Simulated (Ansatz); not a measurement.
# TiRh: how well frozen cores do, part 2 of 2

Aim: solve TiRh at one geometry with full-potential LAPW, PAW on the default files and datasets made for this crystal, and see where they agree.

Ansatz 0.2.0; DFT PBEsol; a database cell (COD). «Crystal datasets» are all-electron PAW datasets made for this crystal.

## 3. PAW on the default files

Contents of input.yaml:

```yaml
crystal:
  lattice:
    - [2.988, 0.0, 0.0]
    - [0.0, 2.988, 0.0]
    - [0.0, 0.0, 3.35]
  atoms:
    - { symbol: Ti, position: [0.5, 0.5, 0.5] }
    - { symbol: Rh, position: [0.0, 0.0, 0.0] }
kpoints:
  mp_grid: { grid: [11, 11, 10] }
  band_path:
    path:
      - [0.0, 0.0, 0.0]
      - [0.0, 0.5, 0.0]
      - [0.5, 0.5, 0.0]
      - [0.0, 0.0, 0.0]
      - [0.0, 0.0, 0.5]
      - [0.0, 0.5, 0.5]
      - [0.5, 0.5, 0.5]
      - [0.0, 0.0, 0.5]
      - [0.0, 0.5, 0.0]
    npoints: 14
scf:
  occupations: { method: fermi_dirac, width: 0.05 }
hamiltonian:
  xc: pbesol
  pseudopotentials: { kind: paw }
output:
  forces: true
  stress: true
  eigenvalues: true
  efg: { contact_densities: true }
  populations: true
  bader: true
  dos: { projected: true, de: 0.2, e_range: [-14, 8] }
  write_density: true
  write_potential: true
  elf: true
  volumetric_format: npy
```

On the command line:

```
$ ansatz run input.yaml --threads 1 --pin off --max-ram 3072MiB --backend cpu --events-out ev --progress --plain --runs-dir out
```

Log:

```text
Rh: output.efg is read without spin–orbit coupling, which moves field gradients at and beside such atoms by some per cent and up to a factor of two; PAW files take it under magnetization.noncollinear and magnetization.spin_orbit
Engine: ansatz 0.2.0
Pseudopotentials: kind: paw
Pseudopotential: Ti, paw, valence charge 12, recommended cutoff 420 eV (normal)
Pseudopotential: Rh, paw, valence charge 17, recommended cutoff 420 eV (normal)
Functional definition: PBEsol
  exchange = pbesol_x
  correlation = pbesol_c
Crystal: 2 atoms, lattice volume = 29.909 Å³
Basis set: ecut = 420 eV, 575 PW (Γ), exchange–correlation on 40×40×48 points (8 copies of the dense FFT grid, shifted against one another)
Bands: 19, of which v1, the nominal top of the filled ones, is band 15 counted from 1 (14 counted from 0)
Symmetry: 16 space group operations
Space group: P4/mmm (ITA 123), of the structure as read, at distance tolerance 3.1e-5 Å
k-points: 126 of 1210
Non-local potential: Ti, projectors of the file, l = 0: 3, l = 1: 2, l = 2: 3, l = 3: 1
Non-local potential: Rh, projectors of the file, l = 0: 3, l = 1: 2, l = 2: 2, l = 3: 1
PAW form: soft (Blöchl's): semilocal exchange-correlation on the pseudo side does not see the compensation charge
PAW frozen core: Ti, regenerated for the run's functional, and the local potential with it (the file was generated under x = pbe(κ = 0.804, μ = 0.2195149727645171), c = pbe(β = 0.06672455060314922))
PAW frozen core: Rh, regenerated for the run's functional, and the local potential with it (the file was generated under x = pbe(κ = 0.804, μ = 0.2195149727645171), c = pbe(β = 0.06672455060314922))
PAW one-centre angular grid: Ti, 590 points (default); XC on 64 Gauss nodes
PAW one-centre angular grid: Rh, 590 points (default); XC on 64 Gauss nodes
Initial density: superposition of atomic densities (neutral atoms: chi_scale 0, normalization atom), corrected by the library's trained network
Initial wavefunctions: pseudopotential atomic-orbital guess
Functional: x = pbesol(κ = 0.804, μ = 0.12345679012345678), c = pbesol(β = 0.046)
SCF iter   1: F=—  HF=-8814.131960 eV  |F-HF|=—  |Δ(HF+E_count)|=         —  Δρ=1.06e-2  dr2=3.43e-2  ethr=1.77e-3  ⟨swp⟩=4.2  Hψ=9401  notcnv=0
preconditioner: auto → none  [metal: Δε(μ)=0.033 eV  Ē_g=4.657 eV  σ=0.050 eV  W_gap=0.16  n_scr=6 (ndim 8)  ℏωp=24.5 eV  f_vac=0.000  D(μ)=2.13/eV (n_scr^D=26)  sad-step TF]
SCF iter   2: F=—  HF=-8814.126911 eV  |F-HF|=—  |Δ(HF+E_count)|=   5.05e-3  Δρ=5.25e-3  dr2=9.76e-3  ethr=1.18e-4  ⟨swp⟩=2.0  Hψ=3866  notcnv=0
SCF iter   3: F=—  HF=-8814.125113 eV  |F-HF|=—  |Δ(HF+E_count)|=   1.80e-3  Δρ=7.31e-4  dr2=2.18e-4  ethr=3.37e-5  ⟨swp⟩=2.0  Hψ=3675  notcnv=0
SCF iter   4: F=—  HF=-8814.125101 eV  |F-HF|=—  |Δ(HF+E_count)|=   1.21e-5  Δρ=1.12e-4  dr2=2.42e-6  ethr=7.51e-7  ⟨swp⟩=1.3  Hψ=2429  notcnv=0
SCF iter   5: F=—  HF=-8814.125088 eV  |F-HF|=—  |Δ(HF+E_count)|=   1.35e-5  Δρ=2.78e-5  dr2=1.12e-7  ethr=8.33e-9  ⟨swp⟩=2.8  Hψ=4453  notcnv=0
SCF iter   6: F=-8814.125088 eV  HF=-8814.125088 eV  |F-HF|=1.21e-9  |Δ(HF+E_count)|=   3.77e-8  Δρ=3.71e-6  dr2=2.25e-9  ethr=3.45e-10  ⟨swp⟩=7.0  Hψ=13047  notcnv=0
SCF 1 converged in 6 iterations: F = -8814.125088 eV  dr2 = 2.25e-9
NSCF: frozen V_eff on 113 k-points
SCF converged after 6 iterations
Free energy (F): -8814.125088 eV
Harris-Foulkes:  -8814.125088 eV  (|F-HF|=1.21e-9)
Internal energy: -8814.106385 eV  (E = F + TS)
E sigma→0 (E₀):  -8814.115736 eV
Entropy (-TS):   -0.018703 eV (-9.351 meV/atom)
Fermi energy:    18.322668 eV
--- Per-component energies (eV) ---
  E_band       = -262.722262
  E_kinetic    = 845.565800
  E_local      = -2475.893788  (includes V_loc(G=0)·N_el)
  E_nonlocal   = 364.480251
  E_hartree    = 922.438841
  E_xc         = -318.019693
  E_vxc        = -400.406226  (∫ρ·V_xc dr)
  E_paw        = -4545.755606  (= ΣΔE_a)
  E_vpaw       = -441.347292  (= ΣTr[D̂ρ^β])
  E_aug_tail   = 0.000944  (compensation charges beyond the density's cutoff)
  E_ewald      = -3607.338717
  E_core_change = 0.415584  (= ΣΔE_core)
  E_smearing   = -0.018703  (= −TS)
  E_closure    = -0.000000  (closes the sum)
  Σ components = -8814.125088   (vs F -8814.125088, Δ=0.00e0)
--- Forces (eV/Å), atoms counted from 1 ---
  atom   1  Ti     0.00000000     0.00000000     0.00000000
  atom   2  Rh     0.00000000     0.00000000     0.00000000
  max |Σ_I F_I| component: 3.16e-29 eV/Å
--- Stress (GPa, compression-positive) ---
       -7.630274       0.000000       0.000000
        0.000000      -7.630274       0.000000
        0.000000       0.000000      -4.897577
  P = ⅓ Tr σ = -6.7194 GPa (-67.194 kbar)
--- PAW observables at the nuclei: V_zz in 10²¹ V/m², potentials from the cell's mean, atoms counted from 1 ---
  atom   1  Ti V_zz =    -0.408544   η = 0.0000   by run symmetry: allowed
            electrostatic potential = -2536.256638 V   contact ρ = 56644.847409 e/Å³
  atom   2  Rh V_zz =    +1.698395   η = 0.0000   by run symmetry: allowed
            electrostatic potential = -7024.542117 V   contact ρ = 788693.373880 e/Å³
--- Band table (eV; the first three rows and the last of 126) ---
  k-point 0: bands = ["-60.4575", "-38.8966", "-28.3505", "-28.3255", "-28.3255", "-15.1973", "-15.0927", "-15.0927", "10.8615", "13.1235", "13.2445", "15.8887", "15.8887", "16.5620", "18.6390", "19.5380", "20.8479", "20.9532", "20.9532"]
  k-point 1: bands = ["-60.4573", "-38.8963", "-28.3530", "-28.3251", "-28.3251", "-15.2084", "-15.0930", "-15.0930", "11.0285", "13.2222", "13.3118", "15.8996", "15.8996", "16.5960", "18.5074", "19.5118", "20.7319", "20.7319", "20.7919"]
  k-point 2: bands = ["-60.4568", "-38.8955", "-28.3596", "-28.3239", "-28.3239", "-15.2374", "-15.0938", "-15.0938", "11.5067", "13.4942", "13.5029", "15.9332", "15.9332", "16.6893", "18.1517", "19.3933", "20.2152", "20.2152", "20.6418"]
  k-point 125: bands = ["-60.4369", "-38.8310", "-28.4392", "-28.4390", "-28.3589", "-15.3430", "-15.3423", "-15.2492", "14.0962", "14.4409", "14.4886", "16.3392", "16.5888", "16.6614", "17.3176", "18.0475", "20.5291", "21.0647", "26.2120"]
--- Löwdin populations: 2 sites ---
  site symbol       q [e]
     0     Ti     11.6361
     1     Rh     17.1214
  spilling = 0.008362 (of n_electrons = 29.000000)
--- Bader charges: 2 sites ---
  site symbol  charge [e]  shift [e]
     0     Ti      1.3116     0.0043
     1     Rh     -1.3116     0.0043
  estimated error of the sums over rays = 3.7e-4 e
```

Wall time 10 s (1 thread of Intel Xeon 6975P-C (Granite Rapids), shared host); peak memory 0.45 GiB.

In short: pressure -6.72 GPa; no gap; Vzz Ti1 -0.41 (η = 0.00), Rh2 1.70 (η = 0.00) (10²¹ V/m²).

```csv
atom,Bader charge (e),basin volume (Å³)
Ti1,+1.31,10.12
Rh2,-1.31,19.79
```

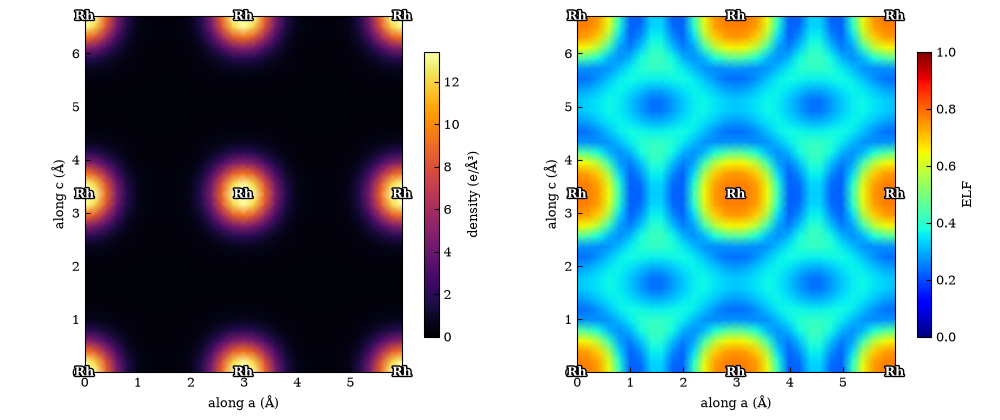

Density (left) and ELF (right) in a lattice plane of the grid's cell (edges 2.99 and 3.35 Å, at 0.000 of the third edge), which holds Rh. Only atoms in the plane are labelled; the density scale stops at 13.40 e/Å³. Both are smooth fields of the valence electrons: close to the nuclei they are not physical.

## 4. Datasets made for this crystal

input.yaml, as its differences from that of step 3:

```diff
@@ -21,3 +21,3 @@
       - [0.0, 0.5, 0.0]
-    npoints: 14
+    npoints: 8
 scf:
@@ -26,3 +26,3 @@
   xc: pbesol
-  pseudopotentials: { kind: paw }
+  pseudopotentials: { kind: all_electron, datasets: crystal }
 output:
@@ -32,8 +32 @@
   efg: { contact_densities: true }
-  populations: true
-  bader: true
-  dos: { projected: true, de: 0.2, e_range: [-14, 8] }
-  write_density: true
-  write_potential: true
-  elf: true
-  volumetric_format: npy
```

On the command line:

```
$ ansatz run input.yaml --threads 1 --pin off --max-ram 3072MiB --backend cpu --events-out ev --progress --plain --runs-dir out
```

Log (excerpt; [...] marks lines left out):

```text
[...]
band count auto-derived: 13 (N_el = 13.0; filled up to band 7; 11 by the electrons, moments and atoms)
Rh: output.efg is read without spin–orbit coupling, which moves field gradients at and beside such atoms by some per cent and up to a factor of two; PAW files take it under magnetization.noncollinear and magnetization.spin_orbit
[...]
Pseudopotentials: kind: all_electron
Pseudopotential: Ti, paw, valence charge 12, recommended cutoff 300 eV (normal), Koelling and Harmon's equation, gaussian nucleus
Pseudopotential: Rh, paw, valence charge 17, recommended cutoff 300 eV (normal), Koelling and Harmon's equation, gaussian nucleus
Functional definition: PBEsol
[...]
Crystal: 2 atoms, lattice volume = 29.909 Å³
Basis set: ecut = 300 eV, 377 PW (Γ), exchange–correlation on 36×36×40 points (8 copies of the dense FFT grid, shifted against one another)
[...]
  atom   1  Ti    -0.00000000    -0.00000000     0.00000000
  atom   2  Rh    -0.00000000     0.00000000     0.00000000
[...]
--- Stress (GPa, compression-positive) ---
       -7.643161       0.000000       0.000000
        0.000000      -7.643161       0.000000
        0.000000       0.000000      -4.896008
  P = ⅓ Tr σ = -6.7274 GPa (-67.274 kbar)
  It holds what live shells' own plane waves past their cutoff add
--- PAW observables at the nuclei: V_zz in 10²¹ V/m², potentials from the cell's mean, atoms counted from 1 ---
  atom   1  Ti V_zz =    -0.367210   η = 0.0000   by run symmetry: allowed
            electrostatic potential = -2534.776978 V   contact ρ = 56691.791160 e/Å³
  atom   2  Rh V_zz =    +1.724613   η = 0.0000   by run symmetry: allowed
            electrostatic potential = -7022.696305 V   contact ρ = 788715.380726 e/Å³
--- Band table (eV; the first three rows and the last of 126) ---
  k-point 0: bands = ["12.1080", "14.3684", "14.4892", "17.1349", "17.1349", "17.8086", "19.8866", "20.7855", "22.0944", "22.1999", "22.1999"]
[...]
```

Wall time 12 s (1 thread of Intel Xeon 6975P-C (Granite Rapids), shared host); peak memory 0.56 GiB.

Read from it: pressure -6.73 GPa; no gap; Vzz Ti1 -0.37 (η = 0.00), Rh2 1.72 (η = 0.00) (10²¹ V/m²).

```csv
atom,contact density (e/Å³)
Ti1,56691.79
Rh2,788715.4
```

## 5. Side by side

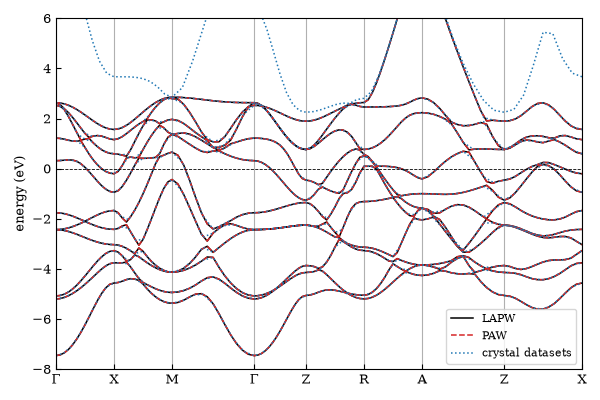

Bands of 3 runs (LAPW; PAW; crystal datasets) drawn together, counted from each run's Fermi level.

| method | pressure (GPa) | Vzz Ti1 (10²¹ V/m²) | Vzz Rh2 (10²¹ V/m²) | SCF cycles, all passes |
| --- | --- | --- | --- | --- |
| LAPW | -6.73 | – | – | 11 |
| PAW | -6.72 | -0.41 | 1.70 | 6 |
| crystal datasets | -6.73 | -0.37 | 1.72 | 10 |

## 6. Summary of results

What follows sums up all 2 parts.

```
           quantity                                              value
           pressure  LAPW -6.73, PAW -6.72, crystal datasets -6.73 GPa
         gap (LAPW)                                               none
Bader charges (PAW)                             Ti1 +1.31, Rh2 -1.31 e
```

**Reading.** The pressure of -6.7 GPa pushes the cell to shrink, with the atoms held in place. With 39 electrons in the bands of a cell, and no spin, a band must be partly filled: it is a metal at this level. Ti 3d carries the largest share, 69 %, of the projected states within 0.3 eV of the Fermi level. The projection holds only the free atom's occupied shells (Ti 4s, Ti 3d, Rh 5s, Rh 4d in this range). The field gradient at Rh2, the largest by crystal datasets, is 1.70 by PAW and 1.72 by crystal datasets (10²¹ V/m²), within 5 %. No spin–orbit coupling: at heavy atoms the gradients can be off by tens of per cent for that reason. In pressure, PAW differs from LAPW by +0.01 GPa. The price, with the outputs that each input asks for: 19 s for LAPW against 10 s for PAW, about 1.8 to one.
